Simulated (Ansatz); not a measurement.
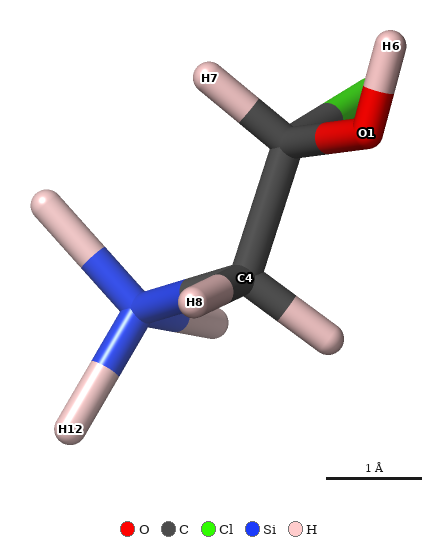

Fig. 1: The input geometry (stick view, seen at a tilt; atoms are numbered from 1 in the order of the input). Bond lengths as drawn: C–C 1.50 Å, C–Cl 1.83 Å, C–H 1.09 to 1.10 Å, C–O 1.38 Å, C–Si 1.89 Å, H–O 0.96 Å and H–Si 1.48 to 1.49 Å.

**C2H7ClOSi: single-point calculation**

System: C2H7ClOSi, SMILES OC(Cl)C[SiH3].
Method: RKS BLYP-D4/def2-TZVPP (Ansatz 0.2.0).

The geometry comes from this level: PBE0-D4/def2-TZVP.

## Output
```
Functional definition: BLYP
  name "BLYP"
  cite "Becke, Phys. Rev. A 38, 3098 (1988) doi:10.1103/PhysRevA.38.3098"
  cite "Lee, Yang & Parr, Phys. Rev. B 37, 785 (1988) doi:10.1103/PhysRevB.37.785"
  parameter beta = 0.0042
  parameter a = 0.04918
  parameter b = 0.132
  parameter c = 0.2533
  parameter d = 0.349
  exchange = b88_x(beta = beta)
  correlation = lyp_c(a = a, b = b, c = c, d = d)
1506 factors; their error is unknown
mean field evaluation 1: about -24622.5172 eV, gradient 8.0e1 eV
mean field evaluation 2: about -24578.9283 eV, gradient 1.6e2 eV
mean field evaluation 4: about -24635.5235 eV, gradient 1.6e1 eV
mean field evaluation 8: about -24636.0034 eV, gradient 3.4e-1 eV
mean field evaluation 16: about -24635.9582 eV, gradient 5.3e-4 eV
mean field -24635.95819762 eV, -905.3547649103 hartree, gradient 3.8e-5 eV, S^2 0.000000; 0 other end points of the search recorded, 0 dependent functions left out
reference -24635.95859416 eV, -905.3547794830 hartree; 29, 29 occupied and 246, 246 virtual orbitals, 1506 factors
Total energy: -24636.57150385 eV, -905.3773034985 hartree
```

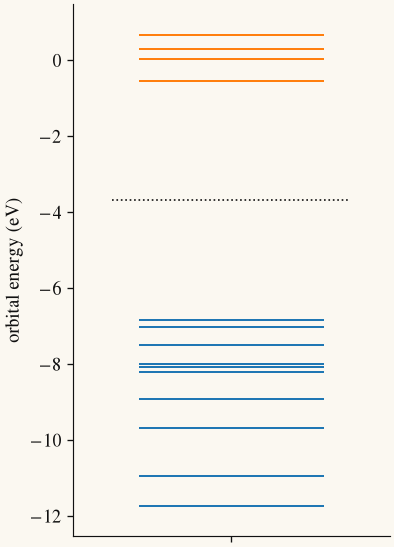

Fig. 2: Orbital energies near the frontier; the dotted line parts filled from empty levels, and levels within 0.02 eV of each other stand side by side. Highest filled −6.84 eV, lowest empty −0.56 eV, 6.28 eV apart.

This output came from the following input.

## Input
```yaml
crystal:
  periodic: [false, false, false]
  atoms:
    - {symbol: O, position_ang: [-1.769794, -0.851690, 1.237708]}
    - {symbol: C, position_ang: [-0.944897, 0.055446, 0.612235]}
    - {symbol: Cl, position_ang: [-0.192168, 1.185278, 1.840481]}
    - {symbol: C, position_ang: [0.132871, -0.678013, -0.136009]}
    - {symbol: Si, position_ang: [1.388276, 0.420794, -1.014339]}
    - {symbol: H, position_ang: [-2.488589, -0.379588, 1.670035]}
    - {symbol: H, position_ang: [-1.499350, 0.739477, -0.036251]}
    - {symbol: H, position_ang: [-0.360896, -1.311181, -0.881386]}
    - {symbol: H, position_ang: [0.649897, -1.346986, 0.558198]}
    - {symbol: H, position_ang: [2.415227, 0.945683, -0.083370]}
    - {symbol: H, position_ang: [0.685560, 1.556721, -1.669867]}
    - {symbol: H, position_ang: [2.060862, -0.391239, -2.063434]}
basis:
  gaussian: {orbitals: def2-TZVPP}
hamiltonian: {xc: {name: BLYP}, dispersion: d4}
output: {orbitals: {seedname: orbitals}}
```

Run as:
```bash
ansatz run in.yaml --threads 4 --pin off --events-out ev --progress --plain --max-ram 10444MiB
```

## Results in brief

| quantity | value |
| --- | --- |
| outcome | converged |
| total energy | −24636.5715 eV |
| mean-field energy | −24635.9586 eV |
| dispersion energy | −0.6129 eV |
| SCF solution under orbital rotations | stable |
| HOMO | −6.84 eV |
| LUMO | −0.56 eV |
| hardware | 4 threads of Arm Neoverse V1, 23 GiB of memory available, shared host |
| wall time | 2.9 s (CPU time 10 s) |
| peak memory | 0.4 GiB |
